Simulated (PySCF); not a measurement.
Breaking a bond: SMILES [F][Al-]([OH2+])([F])[F] (H2AlF3O). The Al2–O5 bond (Al2 also carries F, F, F; O5 carries H, H) is varied alone, starting from the PBE0/def2-TZVP optimised geometry.

```
7

F     -1.4257    -0.7981    -0.2355
Al     0.0000     0.0000     0.0000
F      0.0000     1.6043    -0.3843
F      1.4331    -0.7980    -0.1948
O      0.0000     0.0000     1.9202
H      0.8032    -0.0037     2.4473
H     -0.7803     0.1038     2.4706
```

- RKS-BP86/6-31G* = PySCF 2.14.0 with restricted BP86/6-31G*, spherical d
- RKS-B3LYP/6-31G* = restricted B3LYP/6-31G*, spherical d run with PySCF
- RKS-LDA (SVWN5) = restricted LDA (SVWN5)/cc-pVDZ (PySCF)
- UKS-LDA (SVWN5) = unrestricted LDA (SVWN5)/cc-pVDZ (PySCF 2.14.0)
- UKS-wB97X-V = unrestricted wB97X-V/cc-pVDZ (PySCF)

Energies are in kJ/mol, each relative to the lowest point of its own curve near equilibrium.

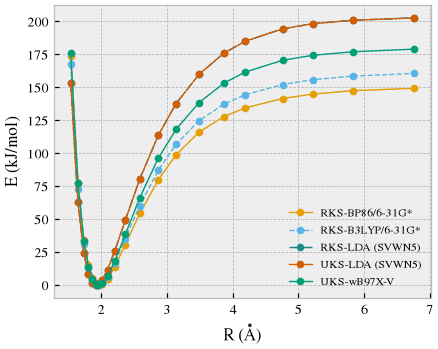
*Energy against bond length for each method.*

```json
[
 {"R / Å": "1.54", "RKS-BP86/6-31G*": "174.0", "RKS-B3LYP/6-31G*": "167.4", "RKS-LDA (SVWN5)": "153.2", "UKS-LDA (SVWN5)": "153.2", "UKS-wB97X-V": "176.1"},
 {"R / Å": "1.65", "RKS-BP86/6-31G*": "77.6", "RKS-B3LYP/6-31G*": "72.7", "RKS-LDA (SVWN5)": "62.8", "UKS-LDA (SVWN5)": "62.8", "UKS-wB97X-V": "77.5"},
 {"R / Å": "1.74", "RKS-BP86/6-31G*": "34.1", "RKS-B3LYP/6-31G*": "30.7", "RKS-LDA (SVWN5)": "23.9", "UKS-LDA (SVWN5)": "23.9", "UKS-wB97X-V": "33.1"},
 {"R / Å": "1.81", "RKS-BP86/6-31G*": "14.8", "RKS-B3LYP/6-31G*": "12.5", "RKS-LDA (SVWN5)": "8.1", "UKS-LDA (SVWN5)": "8.1", "UKS-wB97X-V": "13.7"},
 {"R / Å": "1.87", "RKS-BP86/6-31G*": "5.4", "RKS-B3LYP/6-31G*": "4.1", "RKS-LDA (SVWN5)": "1.6", "UKS-LDA (SVWN5)": "1.6", "UKS-wB97X-V": "4.5"},
 {"R / Å": "1.92", "RKS-BP86/6-31G*": "1.3", "RKS-B3LYP/6-31G*": "0.8", "RKS-LDA (SVWN5)": "0.0", "UKS-LDA (SVWN5)": "0.0", "UKS-wB97X-V": "0.9"},
 {"R / Å": "1.96", "RKS-BP86/6-31G*": "0.0", "RKS-B3LYP/6-31G*": "0.0", "RKS-LDA (SVWN5)": "0.6", "UKS-LDA (SVWN5)": "0.6", "UKS-wB97X-V": "0.0"},
 {"R / Å": "2.02", "RKS-BP86/6-31G*": "0.5", "RKS-B3LYP/6-31G*": "1.3", "RKS-LDA (SVWN5)": "3.9", "UKS-LDA (SVWN5)": "3.9", "UKS-wB97X-V": "1.3"},
 {"R / Å": "2.10", "RKS-BP86/6-31G*": "4.5", "RKS-B3LYP/6-31G*": "6.3", "RKS-LDA (SVWN5)": "11.6", "UKS-LDA (SVWN5)": "11.6", "UKS-wB97X-V": "6.6"},
 {"R / Å": "2.21", "RKS-BP86/6-31G*": "13.8", "RKS-B3LYP/6-31G*": "16.8", "RKS-LDA (SVWN5)": "25.8", "UKS-LDA (SVWN5)": "25.8", "UKS-wB97X-V": "18.0"},
 {"R / Å": "2.37", "RKS-BP86/6-31G*": "30.7", "RKS-B3LYP/6-31G*": "35.2", "RKS-LDA (SVWN5)": "49.3", "UKS-LDA (SVWN5)": "49.3", "UKS-wB97X-V": "38.3"},
 {"R / Å": "2.59", "RKS-BP86/6-31G*": "54.2", "RKS-B3LYP/6-31G*": "60.2", "RKS-LDA (SVWN5)": "80.5", "UKS-LDA (SVWN5)": "80.5", "UKS-wB97X-V": "66.2"},
 {"R / Å": "2.87", "RKS-BP86/6-31G*": "79.7", "RKS-B3LYP/6-31G*": "86.9", "RKS-LDA (SVWN5)": "113.4", "UKS-LDA (SVWN5)": "113.4", "UKS-wB97X-V": "96.1"},
 {"R / Å": "3.14", "RKS-BP86/6-31G*": "98.6", "RKS-B3LYP/6-31G*": "106.6", "RKS-LDA (SVWN5)": "137.5", "UKS-LDA (SVWN5)": "137.5", "UKS-wB97X-V": "118.0"},
 {"R / Å": "3.49", "RKS-BP86/6-31G*": "115.9", "RKS-B3LYP/6-31G*": "124.7", "RKS-LDA (SVWN5)": "159.8", "UKS-LDA (SVWN5)": "159.8", "UKS-wB97X-V": "138.4"},
 {"R / Å": "3.87", "RKS-BP86/6-31G*": "127.8", "RKS-B3LYP/6-31G*": "137.3", "RKS-LDA (SVWN5)": "175.9", "UKS-LDA (SVWN5)": "175.9", "UKS-wB97X-V": "153.2"},
 {"R / Å": "4.19", "RKS-BP86/6-31G*": "134.3", "RKS-B3LYP/6-31G*": "144.3", "RKS-LDA (SVWN5)": "184.9", "UKS-LDA (SVWN5)": "184.9", "UKS-wB97X-V": "161.5"},
 {"R / Å": "4.76", "RKS-BP86/6-31G*": "141.5", "RKS-B3LYP/6-31G*": "152.1", "RKS-LDA (SVWN5)": "194.3", "UKS-LDA (SVWN5)": "194.3", "UKS-wB97X-V": "170.4"},
 {"R / Å": "5.22", "RKS-BP86/6-31G*": "144.8", "RKS-B3LYP/6-31G*": "155.8", "RKS-LDA (SVWN5)": "198.2", "UKS-LDA (SVWN5)": "198.2", "UKS-wB97X-V": "174.3"},
 {"R / Å": "5.83", "RKS-BP86/6-31G*": "147.4", "RKS-B3LYP/6-31G*": "158.5", "RKS-LDA (SVWN5)": "200.9", "UKS-LDA (SVWN5)": "200.9", "UKS-wB97X-V": "177.0"},
 {"R / Å": "6.76", "RKS-BP86/6-31G*": "149.2", "RKS-B3LYP/6-31G*": "160.5", "RKS-LDA (SVWN5)": "202.6", "UKS-LDA (SVWN5)": "202.6", "UKS-wB97X-V": "178.9"}
]
```
